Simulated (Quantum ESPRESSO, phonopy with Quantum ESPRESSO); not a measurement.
# Grüneisen parameters and expansion of HfO2 (Fm-3m), part 7 of 8

Aim: how the vibrations of HfO2 shift with volume, and the expansion that follows.

Quantum ESPRESSO 7.5; DFT PBE, scalar-relativistic, plane waves, GBRV ultrasoft pseudopotentials.

So far. Step 13 (Self-consistent run, V/V0 0.985): The run ends at a pressure of 3.96 GPa. Step 14 (Born charges and dielectric tensor): The Born charges sum to zero within 8.3e-4 e; the rest is removed before use. Acoustic frequencies in this log differ from zero by the error of the sum rule, which ph.x does not impose.

## Step 16: Phonons, V/V0 0.985

This step: DFT PBE, scalar-relativistic, plane waves, GBRV ultrasoft pseudopotentials (phonopy with Quantum ESPRESSO 4.10.0 / 7.5).

The job ended after 6.3 min (4 threads of Arm Neoverse V1, shared host; 23 min of CPU time).

Phonopy, LO-TO term from ph.x's tensors. Phonon branches along the path, in cm⁻¹:

```
    point  branch 1  branch 2  branch 3  branch 4  branch 5  branch 6  branch 7  branch 8  branch 9
        Γ         0         0         0       244       244       584       584       584       623
        X      -215       100       100       257       305       305       568       568       697
        U       -34       102       146       217       342       354       550       581       667
jump to K       -34       102       146       217       342       354       550       581       667
        Γ         0         0         0       244       244       584       584       584       623
        L        91        91       195       409       409       508       517       517       592
        W       102       176       179       186       186       472       472       637       638
        X      -215       100       100       257       305       305       568       568       697
```

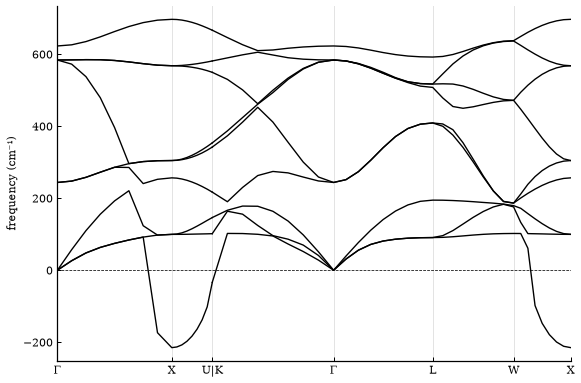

Phonon branches along the path.

The lowest frequency on the path is -215 cm⁻¹, so the cell is unstable here and gives no valid free energy. The highest zone-centre mode (no LO–TO term) moved by +2.3 % for a volume change of -1.5 %.

The time given is that of the 2 pw.x runs on displaced cells behind this step.

## Step 17: Ground state at this cell, V/V0 1.03

A tight ground state at this cell gives the energy of this member; its pressure is the stress at this cutoff, which can carry an offset from the finite basis.

This step: DFT PBE, scalar-relativistic, plane waves, GBRV ultrasoft pseudopotentials (Quantum ESPRESSO 7.5).

System of this step: HfO2. It takes space group Fm-3m (No. 225, cubic). The conventional cell has a = 5.132 Å, b = 5.132 Å, c = 5.132 Å, α = 90.00°, β = 90.00°, γ = 90.00°. Hf has 8 O at 2.22 Å nearest. O has 4 Hf at 2.22 Å nearest. Farther neighbours and most contacts between anions are not listed.

The input, scf.in:

```
&control
   calculation = 'scf'
   prefix = 'x'
   outdir = './tmp'
   pseudo_dir = './pseudo'
   tprnfor = .true.
   tstress = .true.
/
&system
   ibrav = 0
   nat = 3
   ntyp = 2
   ecutwfc = 45.0
   ecutrho = 270.0
   occupations = 'fixed'
   nbnd = 14
/
&electrons
   conv_thr = 1.0d-12
   mixing_beta = 0.7
   electron_maxstep = 100
/
ATOMIC_SPECIES
 Hf    178.4900  Hf.upf
 O      15.9990  O.upf
CELL_PARAMETERS angstrom
     0.000000000    2.566210393    2.566210393
     2.566210393    0.000000000    2.566210393
     2.566210393    2.566210393    0.000000000
ATOMIC_POSITIONS crystal
 Hf     0.000000000   0.000000000   0.000000000
 O      0.250000000   0.250000000   0.250000000
 O      0.750000000   0.750000000   0.750000000
K_POINTS automatic
 8 8 8 0 0 0
```

Started as:

```bash
OMP_NUM_THREADS=1 mpirun -n 4 pw.x -nk 4 -in scf.in > scf.out
```

The log of the run:

```text
[banner, memory and clock lines left out]
Program PWSCF v.7.5

     Message from routine setup:
     using ibrav=0 with symmetry is DISCOURAGED, use correct ibrav instead

     G-vector sticks info

     bravais-lattice index     =            0
     lattice parameter (alat)  =       6.8581  a.u.
     unit-cell volume          =     228.0885 (a.u.)^3
     number of atoms/cell      =            3
     number of atomic types    =            2
     number of electrons       =        24.00
[...]
atom    3 type  2   force =     0.00000000   -0.00000000    0.00000000

     Total force =     0.000000     Total SCF correction =     0.000000

     Computing stress (Cartesian axis) and pressure

     negative rho (up, down):  1.172E-01 0.000E+00
          total   stress  (Ry/bohr**3)                   (kbar)     P=      -69.49
[...]
-0.00000000  -0.00047235   0.00000000           -0.00      -69.49        0.00
  -0.00000000   0.00000000  -0.00047235           -0.00        0.00      -69.49

     XML data file, charge density, pseudopotentials, collected wavefunctions
[key lines of the parts left out:]
!    total energy              =    -224.02896567 Ry
convergence has been achieved in  19 iterations
```

The job ended after 7.4 s (4 MPI ranks; 29 s of CPU time).

The run ends at a pressure of -6.95 GPa.

## Step 18: Zone-centre response

In a polar crystal the Born charges and ε∞ give the long-range dipole term that a finite supercell misses. They are those of this k-mesh and were not tested on a denser one; where the gap is small they converge slowly, and the LO modes with them.

The input, ph.in:

```
phonons
&inputph
   prefix = 'x'
   outdir = './tmp'
   fildyn = 'x.dyn'
   tr2_ph = 1.0d-18
   epsil = .true.
/
0.000000000 0.000000000 0.000000000
```

scf.in is that of step 17.

Started as:

```bash
OMP_NUM_THREADS=1 mpirun -n 4 ph.x -nk 4 -in ph.in > ph.out
```

The log of the run:

```text
[banner, memory and clock lines left out]
Program PHONON v.7.5

     ./tmp/x.save/

     IMPORTANT: XC functional enforced from input :
     Exchange-correlation= PBE
                           (   1   4   3   4   0   0   0)
     Any further DFT definition will be discarded
     Please, verify this is what you really want

     G-vector sticks info

     negative rho (up, down):  1.172E-01 0.000E+00
     Reading collected, re-writing distributed wavefunctions in ./tmp/

     Number and degeneracy of irreps per q-point
[...]
freq (    1) =      -0.106954 [THz] =      -3.567604 [cm-1]
     freq (    2) =      -0.106954 [THz] =      -3.567604 [cm-1]
     freq (    3) =      -0.106954 [THz] =      -3.567604 [cm-1]
[...]
freq (    8) =      16.369044 [THz] =     546.012541 [cm-1]
     freq (    9) =      16.369044 [THz] =     546.012541 [cm-1]
 **************************************************************************

     Mode symmetry, O_h (m-3m)  point group:

     freq (   1-   3) =         -3.6  [cm-1]   --> T_1u G_15  G_4- I
     freq (   4-   6) =        195.6  [cm-1]   --> T_1u G_15  G_4- I
     freq (   7-   9) =        546.0  [cm-1]   --> T_2g G_25' G_5+ R
```

Wall time 1.9 min (4 MPI ranks).

The Born charges sum to zero within 9.4e-4 e; the rest is removed before use. Acoustic frequencies in this log differ from zero by the error of the sum rule, which ph.x does not impose.

## Step 19: A displaced supercell

One atom (for the harmonic constants) or a pair of atoms (for the cubic ones) is moved by a few hundredths of an ångström; the forces on all atoms give a column of force constants. The threshold is tight because the forces are small.

System of this step: HfO2. The structure is orthorhombic, space group Imm2 (No. 44). Conventional cell: a = 7.258 Å, b = 10.265 Å, c = 7.258 Å, α = 90.00°, β = 90.00°, γ = 90.00°. Nearest to Hf lie 8 O at 2.21 to 2.24 Å. Nearest to Hf lie 8 O at 2.22 Å. O has 4 Hf at 2.21 to 2.22 Å nearest. Farther neighbours and most contacts between anions are not listed.

The input, disp-00001.in:

```
&control
   calculation = 'scf'
   prefix = 'x'
   outdir = './tmp'
   pseudo_dir = './pseudo'
   tprnfor = .true.
   disk_io = 'none'
/
&system
   ibrav = 0
   nat = 24
   ntyp = 2
   ecutwfc = 45.0
   ecutrho = 270.0
   occupations = 'fixed'
   nbnd = 98
/
&electrons
   conv_thr = 1.0d-11
   mixing_beta = 0.7
   electron_maxstep = 100
/
ATOMIC_SPECIES
 Hf    178.4900  Hf.upf
 O      15.9990  O.upf
CELL_PARAMETERS angstrom
     0.000000000    5.132420785    5.132420785
     5.132420785    0.000000000    5.132420785
     5.132420785    5.132420785    0.000000000
ATOMIC_POSITIONS crystal
 Hf     0.002755451   0.000000000   0.000000000
 Hf     0.500000000   0.000000000   0.000000000
 Hf     0.000000000   0.500000000   0.000000000
 Hf     0.500000000   0.500000000   0.000000000
 Hf     0.000000000   0.000000000   0.500000000
 Hf     0.500000000   0.000000000   0.500000000
 Hf     0.000000000   0.500000000   0.500000000
 Hf     0.500000000   0.500000000   0.500000000
 O      0.125000000   0.125000000   0.125000000
 O      0.625000000   0.125000000   0.125000000
 O      0.125000000   0.625000000   0.125000000
 O      0.625000000   0.625000000   0.125000000
 O      0.125000000   0.125000000   0.625000000
 O      0.625000000   0.125000000   0.625000000
 O      0.125000000   0.625000000   0.625000000
 O      0.625000000   0.625000000   0.625000000
 O      0.375000000   0.375000000   0.375000000
 O      0.875000000   0.375000000   0.375000000
 O      0.375000000   0.875000000   0.375000000
 O      0.875000000   0.875000000   0.375000000
 O      0.375000000   0.375000000   0.875000000
 O      0.875000000   0.375000000   0.875000000
 O      0.375000000   0.875000000   0.875000000
 O      0.875000000   0.875000000   0.875000000
K_POINTS automatic
 3 3 3 0 0 0
```

Started as:

```bash
OMP_NUM_THREADS=1 mpirun -n 2 pw.x -nk 2 -in disp-00001.in > disp-00001.out
```

The log of the run:

```text
[banner, memory and clock lines left out]
Program PWSCF v.7.5

     Message from routine setup:
     using ibrav=0 with symmetry is DISCOURAGED, use correct ibrav instead

     G-vector sticks info

     bravais-lattice index     =            0
     lattice parameter (alat)  =      13.7163  a.u.
     unit-cell volume          =    1824.7079 (a.u.)^3
     number of atoms/cell      =           24
     number of atomic types    =            2
     number of electrons       =       192.00
[...]
atom    1 type  1   force =    -0.00000000   -0.00684355   -0.00684355
     atom    2 type  1   force =    -0.00000000    0.00472456    0.00472456
     atom    3 type  1   force =     0.00230580   -0.00236605    0.00241808
[...]
atom   23 type  2   force =     0.00068341    0.00020119    0.00020119
     atom   24 type  2   force =    -0.00082147    0.00003407    0.00003407

     Total force =     0.014746     Total SCF correction =     0.000005
     Message from routine punch:
     Nothing written, as per user request (disk_io='none')
[key lines of the parts left out:]
!    total energy              =   -1792.23156516 Ry
convergence has been achieved in  20 iterations
```

Run time: 5.2 min. Hardware: 2 MPI ranks; 10 min of CPU time.

## Step 20: Lattice dynamics at this volume, V/V0 1.03

This step: DFT PBE, scalar-relativistic, plane waves, GBRV ultrasoft pseudopotentials (phonopy with Quantum ESPRESSO 4.10.0 / 7.5).

The job ended after 6.5 min (4 threads; 23 min of CPU time).

The lowest frequency on the path is -240 cm⁻¹, so the cell is unstable here and gives no valid free energy. The highest zone-centre mode (no LO–TO term) moved by -4.3 % for a volume change of +3.0 %.

The time given is that of the 2 pw.x runs on displaced cells behind this step.

## Step 21: Ground state at this cell, V/V0 0.97

A tight ground state at this cell gives the energy of this member; its pressure is the stress at this cutoff, which can carry an offset from the finite basis.

This step: DFT PBE, scalar-relativistic, plane waves, GBRV ultrasoft pseudopotentials (Quantum ESPRESSO 7.5).

System of this step: HfO2. The structure is cubic, space group Fm-3m (No. 225). The conventional cell has a = 5.031 Å, b = 5.031 Å, c = 5.031 Å, α = 90.00°, β = 90.00°, γ = 90.00°. Nearest to Hf lie 8 O at 2.18 Å. Nearest to O lie 4 Hf at 2.18 Å. Farther neighbours and most contacts between anions are not listed.

Edit scf.in of step 18 so:

```diff
@@ -26,5 +26,5 @@
 CELL_PARAMETERS angstrom
-     0.000000000    2.566210393    2.566210393
-     2.566210393    0.000000000    2.566210393
-     2.566210393    2.566210393    0.000000000
+     0.000000000    2.515380922    2.515380922
+     2.515380922    0.000000000    2.515380922
+     2.515380922    2.515380922    0.000000000
 ATOMIC_POSITIONS crystal
```

Started as:

```bash
OMP_NUM_THREADS=1 mpirun -n 4 pw.x -nk 4 -in scf.in > scf.out
```

The log of the run:

```text
[banner, memory and clock lines left out]
Program PWSCF v.7.5

     Message from routine setup:
     using ibrav=0 with symmetry is DISCOURAGED, use correct ibrav instead

     G-vector sticks info

     bravais-lattice index     =            0
     lattice parameter (alat)  =       6.7223  a.u.
     unit-cell volume          =     214.8018 (a.u.)^3
     number of atoms/cell      =            3
     number of atomic types    =            2
     number of electrons       =        24.00
[...]
atom    3 type  2   force =    -0.00000000    0.00000000   -0.00000000

     Total force =     0.000000     Total SCF correction =     0.000000

     Computing stress (Cartesian axis) and pressure

     negative rho (up, down):  1.172E-01 0.000E+00
          total   stress  (Ry/bohr**3)                   (kbar)     P=       82.05
[...]
0.00000000   0.00055776  -0.00000000            0.00       82.05       -0.00
   0.00000000   0.00000000   0.00055776            0.00        0.00       82.05

     XML data file, charge density, pseudopotentials, collected wavefunctions
[key lines of the parts left out:]
!    total energy              =    -224.02844846 Ry
convergence has been achieved in  19 iterations
```

The job ended after 7 s (4 MPI ranks; 28 s of CPU time).

The run ends at a pressure of 8.21 GPa.

## Step 22: Born charges and dielectric tensor

In a polar crystal the Born charges and ε∞ give the long-range dipole term that a finite supercell misses. They are those of this k-mesh and were not tested on a denser one; where the gap is small they converge slowly, and the LO modes with them.

ph.in is that of step 18.

scf.in is that of step 21.

Started as:

```bash
OMP_NUM_THREADS=1 mpirun -n 4 ph.x -nk 4 -in ph.in > ph.out
```

The log of the run:

```text
[banner, memory and clock lines left out]
Program PHONON v.7.5

     ./tmp/x.save/

     IMPORTANT: XC functional enforced from input :
     Exchange-correlation= PBE
                           (   1   4   3   4   0   0   0)
     Any further DFT definition will be discarded
     Please, verify this is what you really want

     G-vector sticks info

     negative rho (up, down):  1.172E-01 0.000E+00
     Reading collected, re-writing distributed wavefunctions in ./tmp/

     Number and degeneracy of irreps per q-point
[...]
freq (    1) =       0.116800 [THz] =       3.896042 [cm-1]
     freq (    2) =       0.116800 [THz] =       3.896042 [cm-1]
     freq (    3) =       0.116800 [THz] =       3.896042 [cm-1]
[...]
freq (    8) =      17.912097 [THz] =     597.483240 [cm-1]
     freq (    9) =      17.912097 [THz] =     597.483240 [cm-1]
 **************************************************************************

     Mode symmetry, O_h (m-3m)  point group:

     freq (   1-   3) =          3.9  [cm-1]   --> T_1u G_15  G_4- I
     freq (   4-   6) =        259.3  [cm-1]   --> T_1u G_15  G_4- I
     freq (   7-   9) =        597.5  [cm-1]   --> T_2g G_25' G_5+ R
```

Wall time 1.8 min (4 MPI ranks).

ε∞:

```
5.17 0.00 0.00
0.00 5.17 0.00
0.00 0.00 5.17
```

The Born charges sum to zero within 7.7e-4 e; the rest is removed before use. Acoustic frequencies in this log differ from zero by the error of the sum rule, which ph.x does not impose.

## Step 23: Forces on a displaced cell

One atom (for the harmonic constants) or a pair of atoms (for the cubic ones) is moved by a few hundredths of an ångström; the forces on all atoms give a column of force constants. The threshold is tight because the forces are small.

System of this step: HfO2. It takes space group Imm2 (No. 44, orthorhombic). The conventional cell has a = 7.115 Å, b = 10.062 Å, c = 7.115 Å, α = 90.00°, β = 90.00°, γ = 90.00°. Nearest to Hf lie 8 O at 2.16 to 2.19 Å. Nearest to Hf lie 8 O at 2.18 Å. Hf has 8 O at 2.18 Å nearest. Nearest to O lie 4 Hf at 2.16 to 2.18 Å. Farther neighbours and most contacts between anions are not listed.

Edit disp-00001.in of step 19 so:

```diff
@@ -26,7 +26,7 @@
 CELL_PARAMETERS angstrom
-     0.000000000    5.132420785    5.132420785
-     5.132420785    0.000000000    5.132420785
-     5.132420785    5.132420785    0.000000000
+     0.000000000    5.030761844    5.030761844
+     5.030761844    0.000000000    5.030761844
+     5.030761844    5.030761844    0.000000000
 ATOMIC_POSITIONS crystal
- Hf     0.002755451   0.000000000   0.000000000
+ Hf     0.002811132   0.000000000   0.000000000
  Hf     0.500000000   0.000000000   0.000000000
```

Started as:

```bash
OMP_NUM_THREADS=1 mpirun -n 2 pw.x -nk 2 -in disp-00001.in > disp-00001.out
```

The log of the run:

```text
[banner, memory and clock lines left out]
Program PWSCF v.7.5

     Message from routine setup:
     using ibrav=0 with symmetry is DISCOURAGED, use correct ibrav instead

     G-vector sticks info

     bravais-lattice index     =            0
     lattice parameter (alat)  =      13.4446  a.u.
     unit-cell volume          =    1718.4143 (a.u.)^3
     number of atoms/cell      =           24
     number of atomic types    =            2
     number of electrons       =       192.00
[...]
atom    1 type  1   force =    -0.00000000   -0.00891746   -0.00891746
     atom    2 type  1   force =     0.00000000    0.00512528    0.00512528
     atom    3 type  1   force =     0.00250919   -0.00251545    0.00261544
[...]
atom   23 type  2   force =     0.00017283    0.00068033    0.00068033
     atom   24 type  2   force =    -0.00035624    0.00047585    0.00047585

     Total force =     0.017385     Total SCF correction =     0.000004
     Message from routine punch:
     Nothing written, as per user request (disk_io='none')
[key lines of the parts left out:]
!    total energy              =   -1792.22737016 Ry
convergence has been achieved in  18 iterations
```

Wall time 4.7 min (2 MPI ranks); 9.3 min of CPU time.

## Step 24: Lattice dynamics at this volume, V/V0 0.97

This step: DFT PBE, scalar-relativistic, plane waves, GBRV ultrasoft pseudopotentials (phonopy with Quantum ESPRESSO 4.10.0 / 7.5).

Wall time 6.2 min (4 threads); 22 min of CPU time.

The lowest frequency on the path is -204 cm⁻¹, so the cell is unstable here and gives no valid free energy. The highest zone-centre mode (no LO–TO term) moved by +4.7 % for a volume change of -3.0 %.

The time given is that of the 2 pw.x runs on displaced cells behind this step.

## Step 25: Self-consistent run, V/V0 1.05

A tight ground state at this cell gives the energy of this member; its pressure is the stress at this cutoff, which can carry an offset from the finite basis.

This step: DFT PBE, scalar-relativistic, plane waves, GBRV ultrasoft pseudopotentials (Quantum ESPRESSO 7.5).

System of this step: HfO2. It takes space group Fm-3m (No. 225, cubic). Conventional cell: a = 5.165 Å, b = 5.165 Å, c = 5.165 Å, α = 90.00°, β = 90.00°, γ = 90.00°. Hf has 8 O at 2.24 Å nearest. Nearest to O lie 4 Hf at 2.24 Å. Farther neighbours and most contacts between anions are not listed.

Edit scf.in of step 22 so:

```diff
@@ -26,5 +26,5 @@
 CELL_PARAMETERS angstrom
-     0.000000000    2.515380922    2.515380922
-     2.515380922    0.000000000    2.515380922
-     2.515380922    2.515380922    0.000000000
+     0.000000000    2.582713807    2.582713807
+     2.582713807    0.000000000    2.582713807
+     2.582713807    2.582713807    0.000000000
 ATOMIC_POSITIONS crystal
```

Started as:

```bash
OMP_NUM_THREADS=1 mpirun -n 4 pw.x -nk 4 -in scf.in > scf.out
```

The log of the run:

```text
[banner, memory and clock lines left out]
Program PWSCF v.7.5

     Message from routine setup:
     using ibrav=0 with symmetry is DISCOURAGED, use correct ibrav instead

     G-vector sticks info

     bravais-lattice index     =            0
     lattice parameter (alat)  =       6.9022  a.u.
     unit-cell volume          =     232.5174 (a.u.)^3
     number of atoms/cell      =            3
     number of atomic types    =            2
     number of electrons       =        24.00
[...]
atom    3 type  2   force =    -0.00000000    0.00000000    0.00000000

     Total force =     0.000000     Total SCF correction =     0.000000

     Computing stress (Cartesian axis) and pressure

     negative rho (up, down):  1.152E-01 0.000E+00
          total   stress  (Ry/bohr**3)                   (kbar)     P=     -110.49
[...]
0.00000000  -0.00075110   0.00000000            0.00     -110.49        0.00
   0.00000000   0.00000000  -0.00075110            0.00        0.00     -110.49

     XML data file, charge density, pseudopotentials, collected wavefunctions
[key lines of the parts left out:]
!    total energy              =    -224.02633985 Ry
convergence has been achieved in  18 iterations
```

Run time: 7.1 s. Hardware: 4 MPI ranks.

The run ends at a pressure of -11.05 GPa.

(Part 7 of 8 ends here.)

[Logs are printed without paths, hosts, clocks, repeated set-up lines and the standing remarks that a program may print on its own settings, such as how far it seeks lower states.]

[Hosts, paths, dates, database ids (printed as entryN), source tags and the programs' standing remarks are cut or masked in the printed files.]

[A step with changed settings may run another functional than the one named; its input shows which.]

[Of the runs on displaced cells, only some may be shown.]
